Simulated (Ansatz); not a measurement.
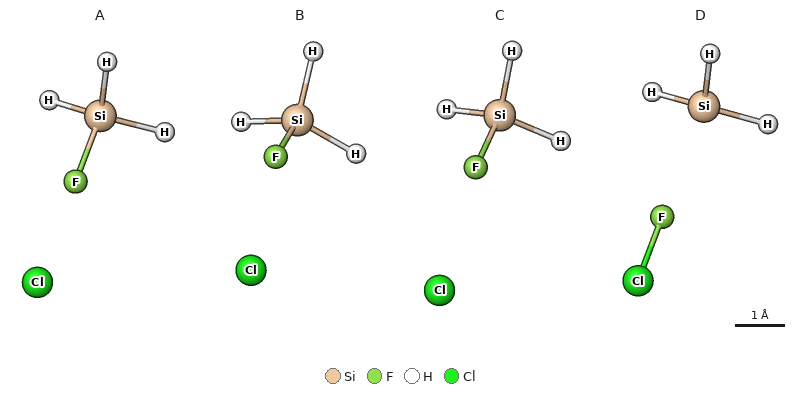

4 geometries from one relaxation of SiH3ClF (multiplicity 2), in shuffled order. A ball-and-stick model, seen from a free direction.

The run prepares an end point of a later path (reaction) calculation, from a guessed geometry.

Theory: Ansatz 0.2.0, UKS PBE/def2-SVP. Set-up: collinear spin; force threshold 0.03 eV/Å; at most 50 steps.

Put them in the order of the run, from the start to the converged end.

D, A, C, B. They are steps 0, 5, 15, 22, at +81.5 kcal/mol, +2.61 kcal/mol, +1.55 kcal/mol relative to the last. Over 22 geometry steps the energy falls by 81.5 kcal/mol. The largest force component goes from 3.6 to 0.0095 eV/Å. The forces were under the threshold at step 8, but the run went on from there. The atom that moves furthest after the best rigid fit is the F atom (1.32 Å). Largest moves by element: F 1.32 Å, Cl 1.29 Å, H 0.77 Å, Si 0.46 Å. Among the contacts that change: F–Si 2.785 → 1.664 Å, Cl–Si 4.399 → 3.282 Å, Cl–F 1.614 → 2.529 Å. New bonds form, among them: F–Si (2.78 → 1.66 Å). Bonds break, among them: Cl–F (1.61 → 2.53 Å).

Limits of the set-up: the start holds two separate molecules, 2.8 Å apart at their closest, whose relative position is a soft coordinate and is computed without a dispersion correction.
